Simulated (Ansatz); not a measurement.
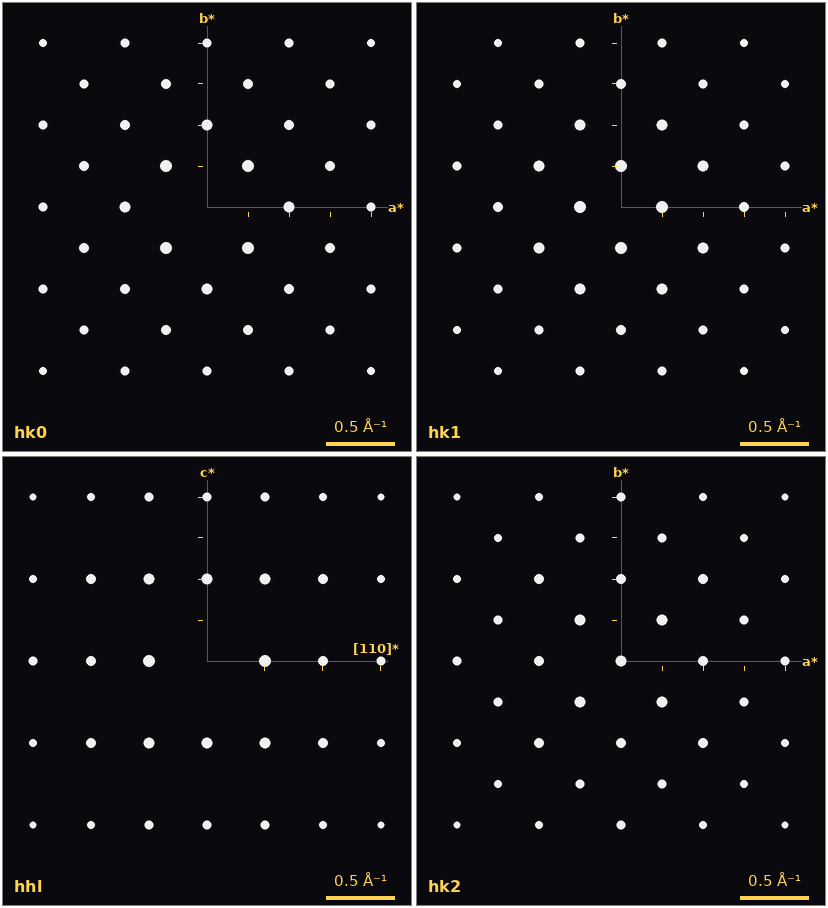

Simulated precession-type sections (X-rays; kinematic intensities, B = 0.5 Å²). The ticks mark integer indices of the conventional cell.

Question: Read the reciprocal cell and give the direct cell.

Answer: a* = 0.305, b* = 0.305, c* = 0.305 Å⁻¹; the cell is cubic with a = 3.28 Å.

Question: List the systematic absences.

Answer: Reflections are present only under these conditions. hkl: h + k + l = 2n; hk0: h + k = 2n; hhl: l = 2n; h00: h = 2n. The lattice is body-centred (I).

Question: Which space groups fit?

Answer: The intensities have Laue symmetry m-3m (the hk0 layer shows 4mm, hk1 shows 4mm). With these conditions the candidates are I432 (No. 211), I-43m (No. 217), Im-3m (No. 229). Diffraction geometry alone does not choose among them; the structure has Im-3m. The compound is Ta. Structure: the input geometry of an electronic-structure calculation (not necessarily at equilibrium).
